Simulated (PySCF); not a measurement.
**C₃H₂FN₃, SMILES `Fc1ncncn1`: what the electrons do**

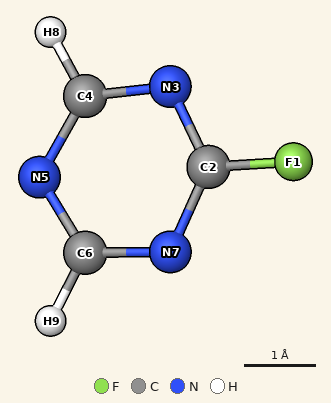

The molecule, with its atoms numbered as below. No frequency check shows the geometry to be a minimum.

Geometry (Å), atoms numbered from 1:

```
F1      -2.1698   -0.0001    0.0000
C2      -0.8525    0.0001    0.0000
N3      -0.2607   -1.1766    0.0000
C4       1.0603   -1.1152    0.0000
N5       1.7683   -0.0001    0.0000
C6       1.0602    1.1153    0.0000
N7      -0.2608    1.1766    0.0000
H8       1.5967   -2.0547    0.0000
H9       1.5965    2.0548    0.0000
```

Part 1: Bonding charge

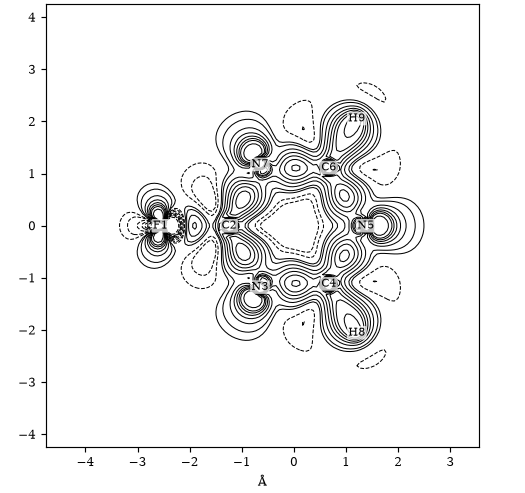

Deformation density (molecule less spherical, spin-averaged free atoms) in the molecular plane; contours at ±0.05 to ±0.8 e/Å³; solid lines: gain, dashed lines: loss.

Method: PBE0/def2-SVPD; geometry: GFN2-xTB; program: PySCF.

Question: How much density has each bond in this plane gained at its critical point, relative to the free atoms?

Answer: C6–H9 and C4–H8: +0.82 e/Å³ at the bond critical point (bond length 1.08 Å). C2–N7 and C2–N3: +0.67 e/Å³ at the bond critical point (bond length 1.32 Å). C4–N5 and N5–C6: +0.59 e/Å³ at the bond critical point (bond length 1.32 Å). N3–C4 and C6–N7: +0.55 e/Å³ at the bond critical point (bond length 1.32 Å). F1–C2: +0.10 e/Å³ at the bond critical point (bond length 1.32 Å); up to 0.6 Å beside the axis the gain reaches +0.32 e/Å³. In all, 2.3 electrons gather in the regions of gain relative to the promolecule. A small or negative value marks a very polar bond, one between electron-rich atoms, whose free-atom densities already overlap strongly, a long bond to a heavier atom, or a closed-shell contact such as a hydrogen bond.

Question: Where do the Hirshfeld charges lie?

Answer: The highest Hirshfeld charge is on C2 (+0.22 e), the lowest on N3 and N7 (−0.17 e).

```tsv
atom	charge (e)
F1	−0.08
C2	+0.22
N3	−0.17
C4	+0.11
N5	−0.17
C6	+0.11
N7	−0.17
H8	+0.07
H9	+0.07
```

Part 2: Local ionisation energy

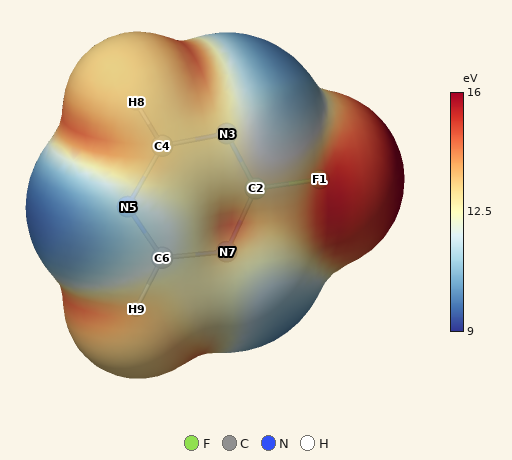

Average local ionisation energy on the surface of electron density 0.001 a.u.

Question: Where are the most loosely bound electrons on this surface?

Answer: The lowest value is 9.5 eV, 1.9 Å from N5. Further minima include 9.9 eV, 1.9 Å from N3, and at like points elsewhere. For comparison, the highest occupied orbital lies at −8.6 eV.

Question: What volume does the surface enclose, and what is the dipole moment?

Answer: About 102 Å³; the dipole moment is 1.5 D.

Part 3: Excited states

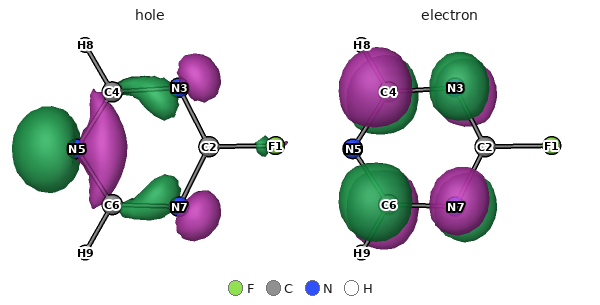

Leading natural transition orbital pair of S₁ (TDA singlet states); the surfaces enclose about 70 % of each orbital's density.

Level of theory: CAM-B3LYP/6-31+G* (PySCF), at a geometry from GFN2-xTB.

Question: Give its energy, strength and character.

Answer: 5.00 eV (248 nm), f = 0.000 (dark), n → π*; the leading pair carries 97 %; hole on N5 (56 %), N3 and N7 (12 % each) and C4 and C6 (7 % each), electron on C4 and C6 (24 % each), N3 and N7 (17 % each) and N5 (8 %); their centroids lie 0.6 Å apart; S₂ lies within 0.1 eV of it. In canonical orbitals it is mainly HOMO−1 → LUMO (97 %). The HOMO–LUMO gap is 9.18 eV.

Part 4: The π system

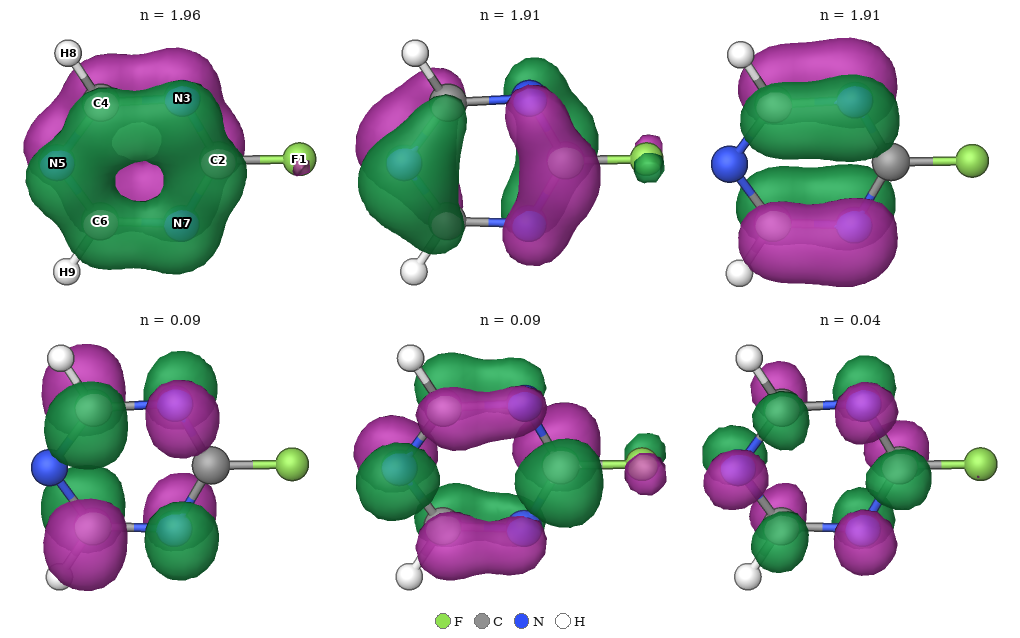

Natural orbitals of the π active space, CASSCF(6,6), singlet state, in order of falling occupation.

Method: def2-SVP basis; geometry: GFN2-xTB; program: PySCF.

Question: How multiconfigurational is the state?

Answer: The leading determinant weighs 0.90; the effective number of unpaired electrons, Σ n²(2−n)², is 0.13; the most occupied of the weakly occupied orbitals holds 0.09 e, as in an ordinary closed-shell π system. The active space lowers the energy by 2.07 eV against Hartree–Fock.

Question: Where does the lowest triplet lie relative to the singlet, at this geometry and within this active space?

Answer: 5.45 eV above it by strongly contracted NEVPT2 (+4.67 eV by CASSCF); a small basis tends to put such gaps a few tenths of an eV too high. This is a vertical energy for π states alone; a state that uses lone pairs or σ orbitals may lie lower.
